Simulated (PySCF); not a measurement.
```xyz
2

Cs    0.0000    0.0000   -0.0186
H     0.0000    0.0000    2.4594
```

All numbers below come from PySCF, PBE0/x2c-TZVPall, spin-free X2C-1e, Gaussian nucleus, at a bond length of 2.478 Å.

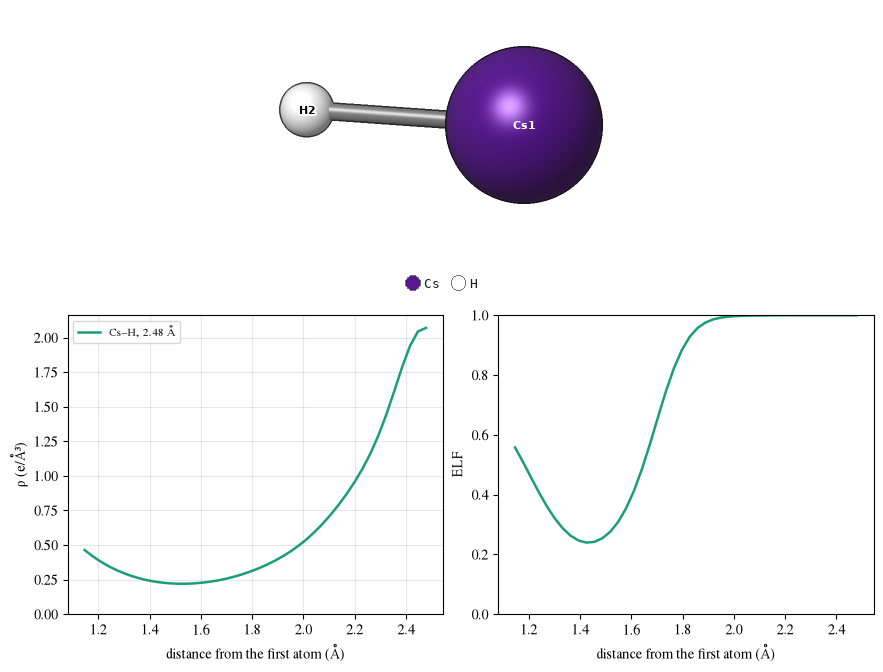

CsH. Electron density and electron localisation function along straight lines between neighbouring atoms. The curves leave out the atomic cores. The structure is drawn too.

Question: What can be read from the curves?

Answer: Cs–H (2.48 Å): the density is about 0.35 e/Å³ at the midpoint; the ELF climbs to about 1 towards the hydrogen.
